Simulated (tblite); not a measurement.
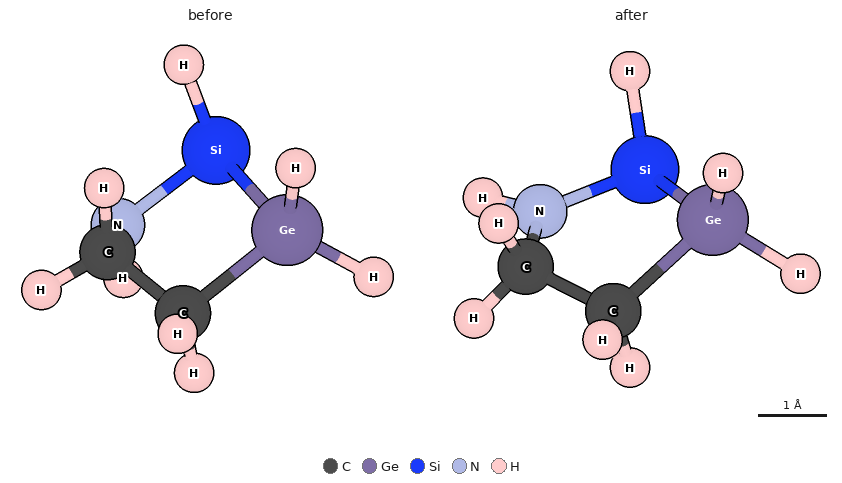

The structure of C2H8GeNSi (multiplicity 2) before (left) and after (right) a relaxation, at one scale.

Style: ball-and-stick. Shown at a tilt.

Level of theory: GFN2-xTB geometry optimisation, gas phase in tblite. 

Q: Describe what moved and what it gained.

A: The energy falls by 0.625 eV in 114 geometry steps. The largest move after the best rigid fit is that of an H atom, 1.53 Å. By element the largest moves are H 1.53 Å, Si 0.36 Å, N 0.28 Å, C 0.22 Å, Ge 0.17 Å. Some distances before and after: N–Si 1.816 → 1.721 Å, C–C 1.486 → 1.524 Å, C–H 1.126 → 1.098 Å, C–Ge 1.966 → 1.991 Å. Among the angles between lasting bonds that change: Si–Ge–H 109.3° → 130.6°, C–N–Si 107.1° → 123.5°, H–Ge–H 116.3° → 101.6°. The run took 0.73 s on 1 thread of Arm Neoverse V1, with other jobs on the host.
